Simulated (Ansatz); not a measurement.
## HfO2 (Fm-3m): refractive index against wavelength

The refractive index of HfO2 (Fm-3m) below the direct gap (3.72 eV on the mesh) is read from one computed spectrum, n = √(Re ε).

Symmetry: Fm-3m, No. 225, cubic system. The conventional cell has a = 5.115 Å, b = 5.115 Å, c = 5.115 Å, α = 90.00°, β = 90.00°, γ = 90.00°. Around Hf on site a lie 8 O at 2.21 Å. O on site c has 4 Hf at 2.21 Å as nearest neighbours.

Method: Ansatz 0.2.0, PBE, independent particles, k-mesh 12×12×12 with interpolation inside its cells, Gaussian parameter 0.15 eV.

Launch of the response step: `ansatz run input.yaml --threads 4 --pin off --max-ram 8192MiB --backend cpu --events-out ev --progress --plain --runs-dir out`. The run took 7 s, on 4 threads of Arm Neoverse V2, with other jobs on the host.

| wavelength (nm) | photon energy E (eV) | n |
| --- | --- | --- |
| 1550 | 0.800 | 2.3535 |
| 1310 | 0.946 | 2.3575 |
| 1064 | 1.165 | 2.3647 |
| 850 | 1.459 | 2.3770 |
| 700 | 1.771 | 2.3938 |
| 633 | 1.959 | ? |
| 532 | 2.331 | 2.4351 |

In the single-oscillator model n² − 1 = E₀E_d/(E₀² − E²), so 1/(n² − 1) = E₀/E_d − E²/(E₀E_d) is linear in E².

Working, on the rows shown:

| x = E² (eV²) | y = 1/(n² − 1) |
| --- | --- |
| 0.639837 | 0.220315 |
| 0.895757 | 0.219404 |
| 1.35784 | 0.217779 |
| 2.12762 | 0.215048 |
| 3.13716 | 0.211404 |
| 5.43137 | 0.202852 |

Means: x̄ = 2.2649, ȳ = 0.21447. Σ(x − x̄)(y − ȳ) = -0.0588, Σ(x − x̄)² = 16.14. Slope = -0.0588 / 16.14 = -0.003642; intercept = ȳ − slope · x̄ = 0.22272. Turned back into n, the line misses the rows shown by at most 0.00053.

Task: Fill in the last column of the withheld row.

Result: At x = 3.8364 the line gives y = 0.20874, that is 2.4064. The run gave 2.4059, so the interpolation is off by 0.00046, 0.6 % of the range in the table.

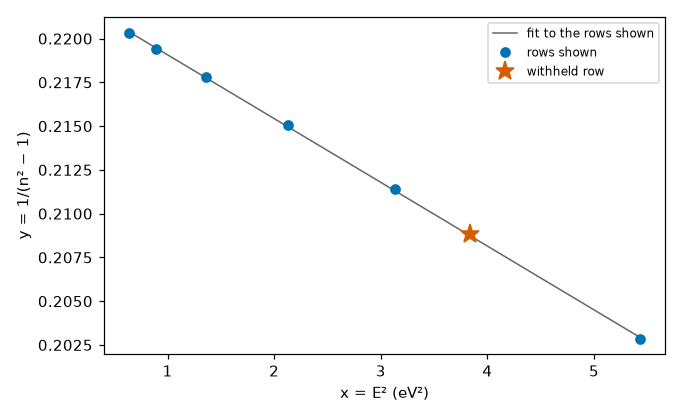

Refitted with all rows, the slope is -0.003635 and the intercept 0.22271. These give E₀ = √(intercept/−slope) = 7.83 eV and E_d = E₀/intercept = 35.1 eV; E₀ is 2.1 times the direct gap. The electronic limit at long wavelengths, without lattice vibrations, is n = √(1 + 1/intercept) = 2.343. Excitons are left out and so are local fields; PBE gaps are as a rule too small. Spin-orbit coupling is left out.
